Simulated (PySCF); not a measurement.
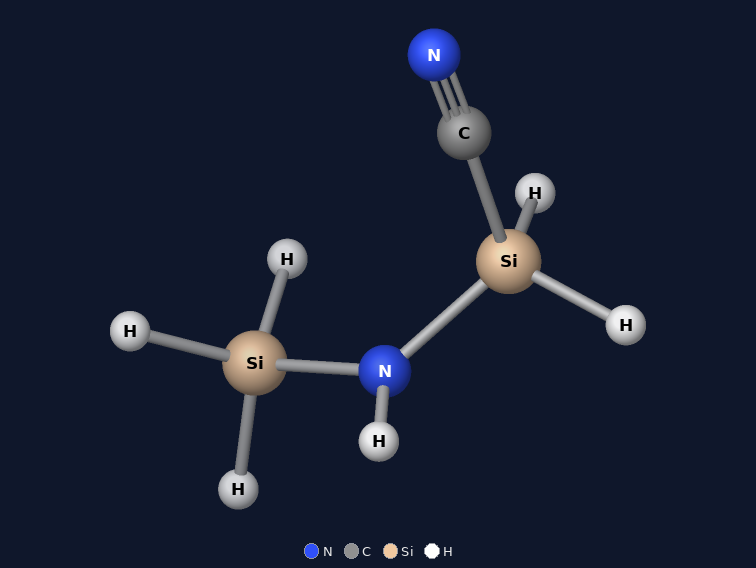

The geometry was computed by an optimisation with PBE0-D3(BJ)/def2-SVP. No frequency run is at hand to confirm it as a minimum. Properties computed with PBE0-D3(BJ)/def2-SVP, gas phase (PySCF 2.14.0).

What does the calculation give?

The species is CH6N2Si2 (`N#C[SiH2]N[SiH3]`).
- rotational constants: 6.349, 1.480, 1.288 GHz
